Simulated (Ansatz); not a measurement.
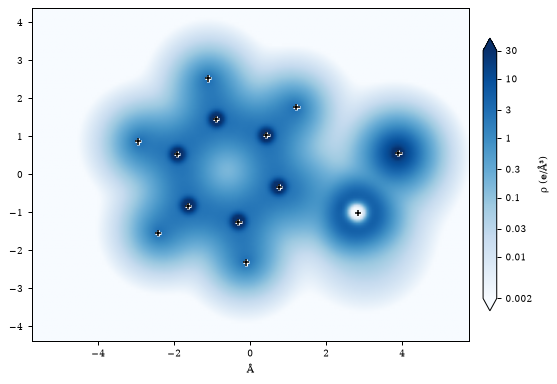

The electron density on a plane through atoms (crosses mark nuclei in the plane).

Computed with RKS PBE0-D4/def2-TZVPP (Ansatz 0.2.0).

Candidates:
A. CH$_{3}$BrSSn (SMILES C[S][Sn][Br])
B. C$_{6}$H$_{5}$F$_{3}$Hf (SMILES [F][Hf]([F])([F])[c]1ccccc1)
C. C$_{3}$H$_{9}$NOS$_{2}$W (SMILES C[O][W](=[S])(=[S])[N](C)C)

**Which system is this?**

Candidate B: C$_{6}$H$_{5}$F$_{3}$Hf on the plane of atoms C6, C7 and C8, which holds F, Hf, C and H. C–C (1.39 Å): ρ at the midpoint is about 2.2 e/Å³. Hf–F (1.90 Å): the density is about 0.94 e/Å³ at the midpoint.
